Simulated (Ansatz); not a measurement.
# GeH4 (singlet): trial inputs and their diagnosis at scale of all distances = 1.750

3 inputs are run for GeH4 (singlet) as typed; the log has to tell whether the result can be used and what must change.

Program: Ansatz 0.2.0, Gaussian basis. Level of theory: the settings change from run to run. These are calculated values, not measurements.

19 further runs of the same task are left out: 1 for a mislabelled method, 1 for a known fault of the program, 11 that didn't finish, 6 set aside as unsound or not needed.

## (1) The geometry

The geometry derives from a PBE0/def2-TZVP stationary point (not a proven minimum). All distances are scaled together. No spin-orbit coupling is included. The filled d shell of Ge may be among the frozen orbitals whatever the setting's name suggests; the logs give the count.

5 atoms, charge 0, spin multiplicity 1.

Atoms are counted from 1 here; the program's logs count them from 0.

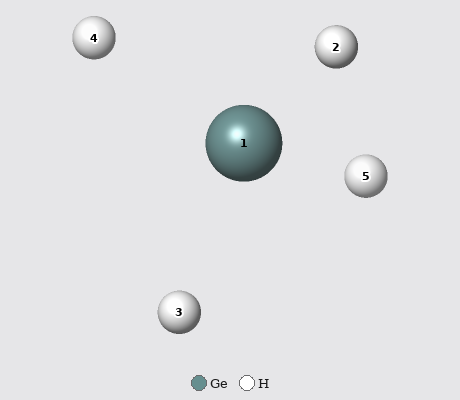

The structure; germanium teal, hydrogen white; atoms are numbered from 1 in the order of the file.

## (2) Try 1

Contents of in.yaml:

```yaml
crystal:
  periodic: [false, false, false]
  atoms:
    - {symbol: Ge, position_ang: [0.000000, 0.000000, 0.000000]}
    - {symbol: H, position_ang: [1.547567, 1.552598, 1.550582]}
    - {symbol: H, position_ang: [-1.553800, -1.547036, 1.549907]}
    - {symbol: H, position_ang: [-1.546694, 1.547898, -1.556142]}
    - {symbol: H, position_ang: [1.552928, -1.553459, -1.544347]}
basis:
  gaussian: {orbitals: 6-31G}
correlation: {method: fic_mrcisd_q, electrons: outside_noble_gas, active_space: {window: {electrons: 2, orbitals: 2}, states: [{multiplicity: 1, weights: [1, 1]}], root: 2}}
```

Started as:

```console
ansatz run in.yaml --threads 1 --pin off --events-out ev --progress --plain --max-ram 2393MiB
```

The program printed:

```text
Error: the active space averages no state 2, counted from zero
```

It took 0.03 s on 1 thread of Arm Neoverse V1, shared host.

What is wrong: The run was refused. The root asked for lies beyond the states averaged. To mend it, average more states or name a lower root.

## (3) Try 2

Contents of in.yaml:

```yaml
crystal:
  periodic: [false, false, false]
  atoms:
    - {symbol: Ge, position_ang: [0.000000, 0.000000, 0.000000]}
    - {symbol: H, position_ang: [1.547567, 1.552598, 1.550582]}
    - {symbol: H, position_ang: [-1.553800, -1.547036, 1.549907]}
    - {symbol: H, position_ang: [-1.546694, 1.547898, -1.556142]}
    - {symbol: H, position_ang: [1.552928, -1.553459, -1.544347]}
basis:
  gaussian: {orbitals: 6-31G}
correlation: {method: sc_nevpt2, electrons: outside_noble_gas, active_space: {window: {electrons: 2, orbitals: 2}}}
scf: {lower_state_search: off}
magnetization: {spin_polarized: true, initial_magnetization: 0}
```

Launched as before.

The program printed:

```text
Error: invalid value for `correlation.active_space`: it starts from restricted Hartree–Fock orbitals; set hamiltonian.xc: hf without magnetization.spin_polarized
```

It took 0.03 s on 1 thread of Arm Neoverse V1, shared host.

**Diagnosis.** The run was refused. An active space is asked on unrestricted orbitals. Cure: drop spin_polarized: true.

## (4) Try 3

Contents of in.yaml:

```yaml
crystal:
  periodic: [false, false, false]
  atoms:
    - {symbol: Ge, position_ang: [0.000000, 0.000000, 0.000000]}
    - {symbol: H, position_ang: [1.547567, 1.552598, 1.550582]}
    - {symbol: H, position_ang: [-1.553800, -1.547036, 1.549907]}
    - {symbol: H, position_ang: [-1.546694, 1.547898, -1.556142]}
    - {symbol: H, position_ang: [1.552928, -1.553459, -1.544347]}
basis:
  gaussian: {orbitals: 6-31G}
correlation: {active_space: {window: {electrons: 2, orbitals: 2}, states: [{multiplicity: 1, irrep: T2g, weights: [1]}]}}
accuracy: high
```

The command is unchanged.

The program printed:

```text
Functional definition: HF
  name "HF"
  cite "Fock, Z. Phys. 61, 126 (1930) doi:10.1007/BF01340294"
  parent pbe
  exchange = exact_x
  correlation = 0
the irreps are read with x along [0.707, -0.707, 0.003], y along [-0.707, -0.707, -0.000] and z along [0.002, -0.002, -1.000] of the geometry given
621 factors; integrals over basis functions are off by at most 3.6e-9 eV
mean field evaluation 1: about -56512.9488 eV, gradient 8.5e0 eV
mean field evaluation 2: about -56512.9585 eV, gradient 8.5e0 eV
mean field evaluation 4: about -56513.5075 eV, gradient 1.2e0 eV
mean field evaluation 8: about -56513.5250 eV, gradient 3.8e-2 eV
mean field -56513.52498265 eV, -2076.8337368692 hartree, gradient 1.0e-8 eV, S^2 0.000000; 0 other end points of the search recorded, 0 dependent functions left out
reference -56513.52498265 eV, -2076.8337368692 hartree; 18, 18 occupied and 19, 19 virtual orbitals, 621 factors
Error: the irrep T2g is not accepted for these orbitals, which take A1, B1, B2, A2, or 1 to 4
```

Wall time 0.42 s (1 thread of Arm Neoverse V1, shared host).

**Diagnosis.** The run stopped with an error. The symmetry label isn't in the molecule's group. Cure: name an irrep that the log lists.

## (5) How the runs ended

```tsv
try	level	ended	cause	time
1	MRCISD+Q(2,2)/6-31G	refused	the root asked for lies beyond the states averaged	0.03 s
2	NEVPT2(2,2)/6-31G	refused	an active space is asked on unrestricted orbitals	0.03 s
3	CASSCF(2,2)/6-31G	stopped by an error	the symmetry label isn't in the molecule's group	0.42 s
```

2 refused, 1 stopped by an error.
